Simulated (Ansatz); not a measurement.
```
Na Hg Se
1.0
     5.32846    0.00000    0.00000
     0.00000    5.32846    0.00000
     0.00000    0.00000    5.32846
Na Hg Se
1 1 3
Direct
  0.50000 0.50000 0.50000
  0.00000 0.00000 0.00000
  0.50000 0.00000 0.00000
  0.00000 0.50000 0.00000
  0.00000 0.00000 0.50000
```

Space group Pm-3m; a structure generated by program, which may or may not match a known phase; computed without spin polarisation.

Level of theory: Ansatz 0.2.0, DFT PBE, scalar-relativistic, plane waves, PAW.

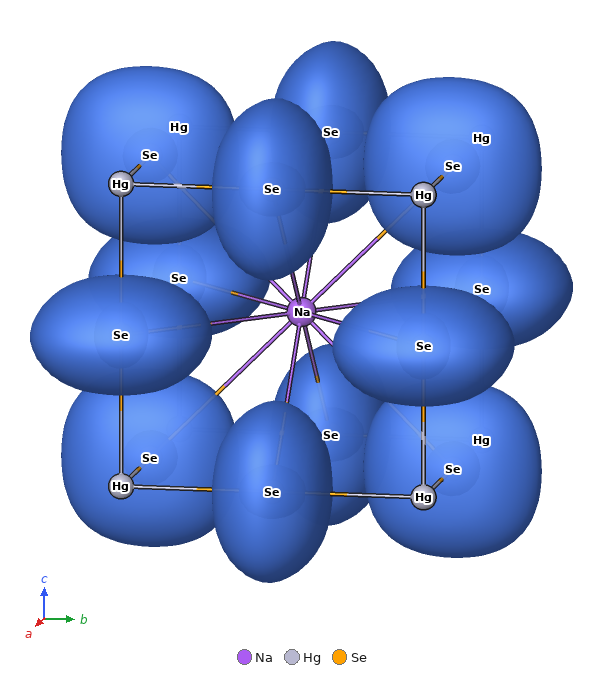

NaHgSe$_{3}$. Isosurface of the electron localisation function at 0.6 (blue), seen slightly off an axis. Only the valence region is drawn (cores and ρ < 0.01 e/Å³ removed). Sticks mark near contacts.

In a PAW calculation such maps are meaningful between the atoms, not at the nuclei.

Describe the localisation domains.

The surface consists of three regions wrapped around Se (the valence shell of each), counted in one cell of 5 atoms. Any copies at cell faces, edges or corners count once. Profiles from the grid: Hg–Se (2.66 Å): the ELF is about 0.30 at the midpoint. Na–Se (3.77 Å): the ELF is about 0.35 at the midpoint and 0 at its lowest between the atoms (no localised pair shows between them).
